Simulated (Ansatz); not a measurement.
**AlBrFGeH (charge +1, doublet): density, localisation and related maps**

```xyz
5

Al    0.9876    0.6482   -0.1839
Br   -0.0479   -1.3673   -0.8665
F    -0.5381    1.5347   -0.0017
Ge   -1.2541   -0.1227    1.1664
H     2.4481    1.1989   -0.2636
```

Geometry: PBE-D3(BJ)/def2-SVP.

Computed with isolated molecule in a Gaussian basis; Kohn-Sham density functional theory, functional PBE0 (Ansatz).

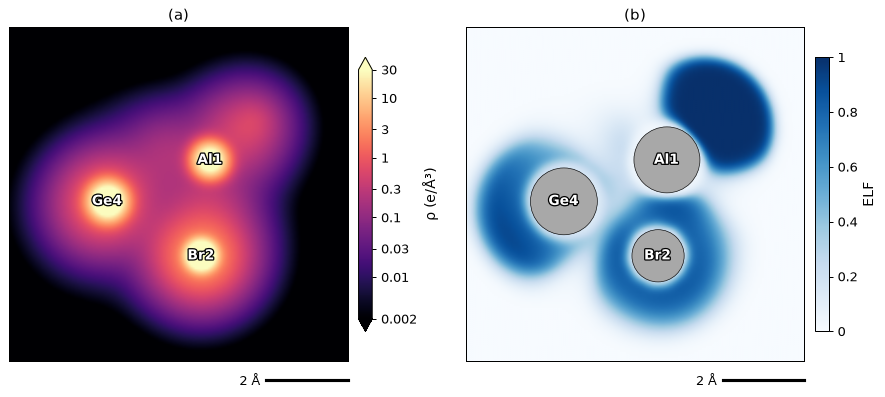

Figure 1. (a) electron density; (b) ELF on the plane of atoms Al1, Br2 and Ge4. Grey discs cover the atomic cores in the ELF map.

Read the bonding off the picture.

The section cuts through Al, Br and Ge sites.
Al–Br (2.37 Å): the density is about 0.56 e/Å³ at the midpoint; the ELF peaks at about 0.85 in the valence shell of Br, 1.1 Å from its nucleus, and is about 0.80 at the midpoint.
Ge–Br (2.67 Å): ρ at the midpoint is about 0.36 e/Å³; the ELF peaks at about 0.75 in the valence shell of Br, 1.0 Å from its nucleus, and is about 0.55 at the midpoint.
The ELF also peaks beside Br2, away from the bonds: non-bonding electrons, paired or unpaired.

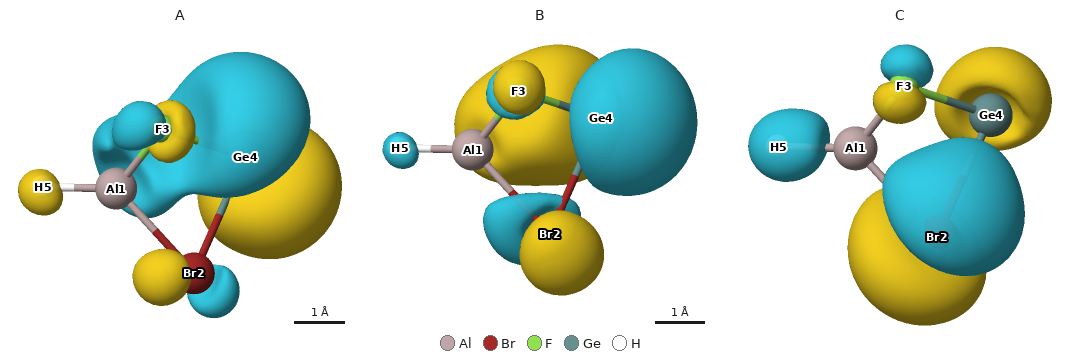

Figure 2. Three frontier orbitals at ±0.08 Å⁻³ᐟ² (yellow and cyan are the two phases), in no order.

Order the three orbitals by energy and name them. All are α orbitals.

C is the HOMO−1 (α) (−14.42 eV). By Hirshfeld shares it lies mainly on Br2 (about 75 %) and Ge4 (about 10 %); largely a lone pair of Br2. B is the HOMO (α) (−11.34 eV). Its weight (Hirshfeld) is mainly on Ge4 (about 65 %), Al1 (about 15 %) and Br2 (about 10 %). A is the LUMO (α) (−7.48 eV). By Hirshfeld shares it lies mainly on Ge4 (about 75 %), Al1 (about 10 %), F3 (about 10 %) and Br2 (about 5 %).

What is the gap between the highest occupied and lowest empty α orbitals?

3.86 eV between the orbital energies.

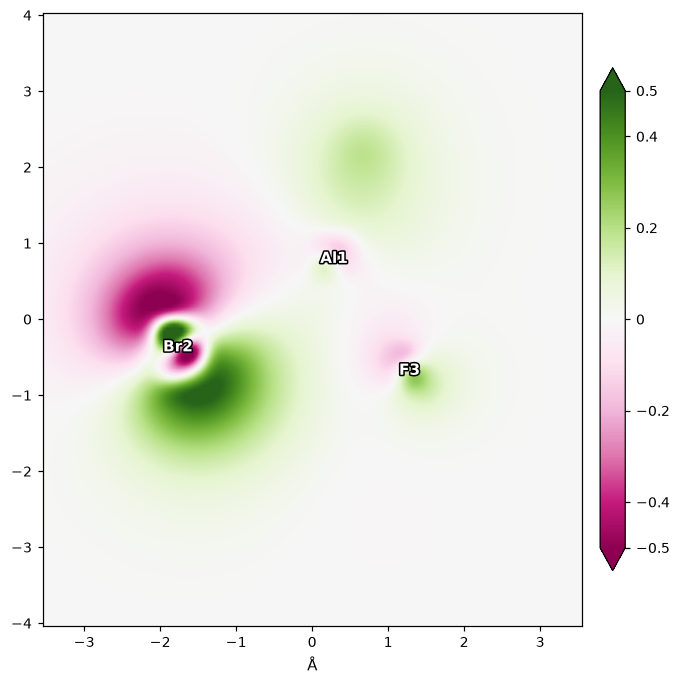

Figure 3. The HOMO (β) on the plane of atoms Br2, Al1 and F3 (values in Å⁻³ᐟ²; the overall sign is arbitrary).

Where does this orbital lie, and at what energy?

Its weight (Hirshfeld) is mainly on Br2 (about 60 %) and Ge4 (about 25 %). Its energy is −14.29 eV.
